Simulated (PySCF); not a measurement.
SMILES F[Si](F)(CC=C)F (C3H5F3Si), GFN2-xTB optimised geometry. Atoms within 1.6 Å of the plane z = 1.2 Å (x, y, z in Å): Si4 (0.54, 0.03, 0.00), F5 (2.13, 0.03, 0.00), F6 (0.14, 1.57, 0.00), F7 (0.15, -0.47, 1.45).

Calculation: B3LYP/def2-TZVP in PySCF 2.14.0. Cells within 0.4 Å of a nucleus heavier than hydrogen are left out (blank, or x).

Map of the electron localisation function on the plane z = 1.2 Å:

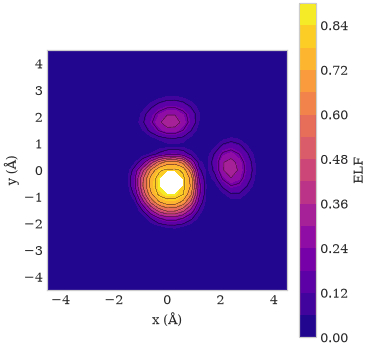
Figure. Electron localisation function on the plane z = 1.2 Å.
